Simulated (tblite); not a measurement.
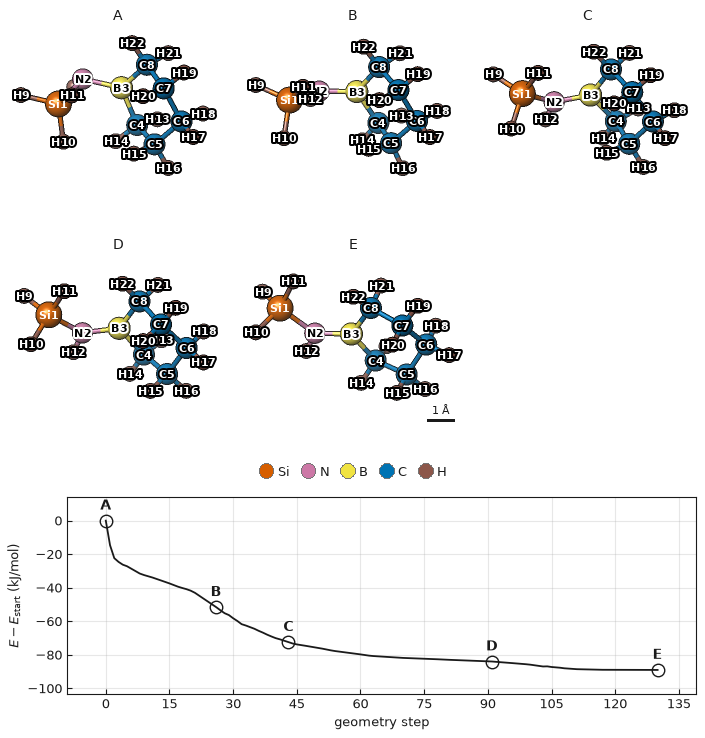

Frames of a relaxation of C₅H₁₄BNSi, marked on the history of the run. Style: ball-and-stick. Shown at a tilt.

Computed with tblite 0.8.0, GFN2-xTB geometry optimisation, gas phase. 

**Describe the path.**

The atom that moves furthest after the best rigid fit is H10 (2.28 Å). By element the largest moves are H 2.28 Å, Si 1.10 Å, N 1.01 Å, C 0.84 Å, B 0.80 Å. Near-neighbour distances that change, for instance: N2–B3 1.509 → 1.402 Å, Si1–N2 1.791 → 1.742 Å, N2–H12 1.050 → 1.013 Å, C4–H13 1.123 → 1.095 Å. Among the angles between lasting bonds that change: Si1–N2–B3 109.6° → 134.8°, B3–N2–H12 107.7° → 113.9°, Si1–N2–H12 107.7° → 111.3°. The energy falls by 89.0 kJ/mol in 130 geometry steps. Cost: 2.3 s on 1 thread of AMD EPYC (shared host). From step 0 to 26: H10 moves most (0.83 Å), energy −51.6 kJ/mol. From step 26 to 43: H12 moves most (0.83 Å), energy −20.8 kJ/mol. From step 43 to 91: H15 moves most (0.64 Å), energy −11.6 kJ/mol. From step 91 to 130: H22 moves most (0.82 Å), energy −5.03 kJ/mol.

| step | E − E(0), kJ/mol |
| --- | --- |
| 0 | 0.00 |
| 1 | -14.66 |
| 2 | -22.36 |
| 3 | -24.58 |
| 4 | -26.24 |
| 5 | -27.18 |
| 6 | -28.64 |
| 7 | -30.11 |
| 8 | -31.53 |
| 9 | -32.43 |
| 10 | -33.16 |
| 16 | -38.38 |
| 23 | -46.50 |
| 29 | -56.29 |
| 35 | -64.44 |
| 42 | -71.53 |
| 48 | -75.00 |
| 54 | -77.73 |
| 61 | -80.09 |
| 67 | -81.40 |
| 73 | -82.09 |
| 79 | -82.74 |
| 86 | -83.44 |
| 92 | -84.15 |
| 98 | -85.39 |
| 105 | -87.23 |
| 111 | -88.54 |
| 117 | -88.89 |
| 124 | -88.96 |
| 130 | -88.99 |
